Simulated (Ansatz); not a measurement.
**C₃H₆ClF: how energies converge with the basis set**

Aim: see how fast density functionals converge with the basis set for C₃H₆ClF.

Method: one geometry, several basis sets; program: Ansatz 0.2.0, Gaussian basis.

Plan: PBE0-D4/def2-SVP; ωB97M-V/def2-SVP; PBE0-D4/def2-QZVPP; ωB97M-V/def2-QZVPP; the functionals' def2-TZVPP values are taken from earlier runs.

## Step 1: The relaxed structure

An earlier PBE0-D4 in a triple-zeta def2 set relaxation fixed the geometry.

SMILES `CC(Cl)CF`, 11 atoms, charge 0, spin multiplicity 1.

Atoms are counted from 1 here; the program's logs count them from 0.

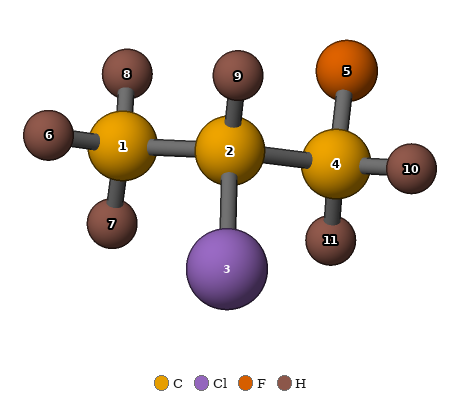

The structure; carbon amber, chlorine purple, fluorine orange, hydrogen brown; atoms are numbered from 1 in the order of the file.

As a file:

| atom | x (Å) | y (Å) | z (Å) |
| --- | --- | --- | --- |
| C1 | -1.0372 | -0.4681 | 0.6143 |
| C2 | 0.3279 | 0.1522 | 0.4555 |
| Cl3 | 1.5924 | -0.9102 | 1.1516 |
| C4 | 0.7161 | 0.3881 | -0.9883 |
| F5 | -0.1804 | 1.2742 | -1.5561 |
| H6 | -1.2800 | -0.6094 | 1.6677 |
| H7 | -1.0810 | -1.4377 | 0.1139 |
| H8 | -1.7859 | 0.1898 | 0.1672 |
| H9 | 0.3957 | 1.0921 | 1.0057 |
| H10 | 1.7167 | 0.8201 | -1.0575 |
| H11 | 0.6810 | -0.5480 | -1.5533 |

## Step 2: PBE0-D4 in def2-SVP

File in.yaml:

```yaml
crystal:
  periodic: [false, false, false]
  atoms:
    - {symbol: C, position_ang: [-1.037150, -0.468107, 0.614325]}
    - {symbol: C, position_ang: [0.327945, 0.152187, 0.455530]}
    - {symbol: Cl, position_ang: [1.592408, -0.910154, 1.151629]}
    - {symbol: C, position_ang: [0.716071, 0.388094, -0.988337]}
    - {symbol: F, position_ang: [-0.180401, 1.274188, -1.556107]}
    - {symbol: H, position_ang: [-1.279977, -0.609373, 1.667660]}
    - {symbol: H, position_ang: [-1.080963, -1.437727, 0.113927]}
    - {symbol: H, position_ang: [-1.785901, 0.189790, 0.167172]}
    - {symbol: H, position_ang: [0.395686, 1.092074, 1.005683]}
    - {symbol: H, position_ang: [1.716682, 0.820059, -1.057549]}
    - {symbol: H, position_ang: [0.680999, -0.548031, -1.553333]}
basis:
  gaussian: {orbitals: def2-SVP}
hamiltonian: {xc: pbe0, dispersion: d4}
output: {orbitals: {seedname: orbitals}}
```

Further steps of the session: ωB97M-V in def2-SVP; PBE0-D4 in def2-QZVPP; ωB97M-V in def2-QZVPP.

**Question.** What will the summary of the whole plan be? Wanted: PBE0-D4: double and triple zeta above quadruple; ωB97M-V: double and triple zeta above quadruple.

**Answer**, as computed:

```
                                       quantity           value
PBE0-D4: double and triple zeta above quadruple  11.91, 0.69 eV
ωB97M-V: double and triple zeta above quadruple  12.13, 0.67 eV
```

PBE0-D4 gains 11.22 eV from double to triple zeta, then 0.69 eV more. These are total energies; as a rule much of such shifts cancels in differences, which this series doesn't test. The LUMO of ωB97M-V is positive and keeps falling with the basis (3.14 to 1.89 eV): an unbound level that the basis holds in place.
